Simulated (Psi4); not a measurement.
**GeBrF (SMILES [F][Ge][Br]): the HOMO–LUMO gap, rung by rung**

The species is GeBrF (3 atoms), meant as a singlet with charge 0. As SMILES, `[F][Ge][Br]`. The shape was relaxed beforehand at PBE0/def2-TZVP.

```xyz
3

F    -0.7821    1.2223   -0.2638
Ge   -0.6431   -0.5109   -0.4482
Br    1.3935   -0.8250    0.6623
```

Quantity: the HOMO–LUMO gap, in eV. The values are calculated.

```
                                 level                    kind  program  value (eV)  CPU time
   PBE-D4/def2-TZVPP (density fitting)                     GGA     Psi4        3.39      73 s
r2SCAN-D4/def2-TZVPP (density fitting)                meta-GGA     Psi4        3.72   2.4 min
 B3LYP-D4/def2-TZVPP (density fitting)           global hybrid     Psi4        4.83      58 s
  PBE0-D4/def2-TZVPP (density fitting)           global hybrid     Psi4        5.25      44 s
  wB97M-V/def2-TZVPP (density fitting)  range-separated hybrid     Psi4        9.31   2.6 min
```

All-electron rows without a relativistic Hamiltonian named are non-relativistic. The values span 3.39 to 9.31 eV. Orbital gaps aren't excitation energies; they tend to grow with the share of exact exchange. CPU times are rough (shared hosts, several kinds of processor and program).

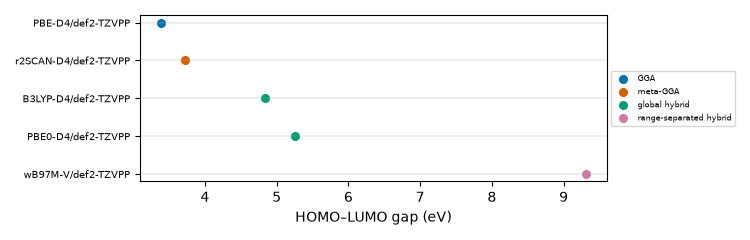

The values of the table, level by level.
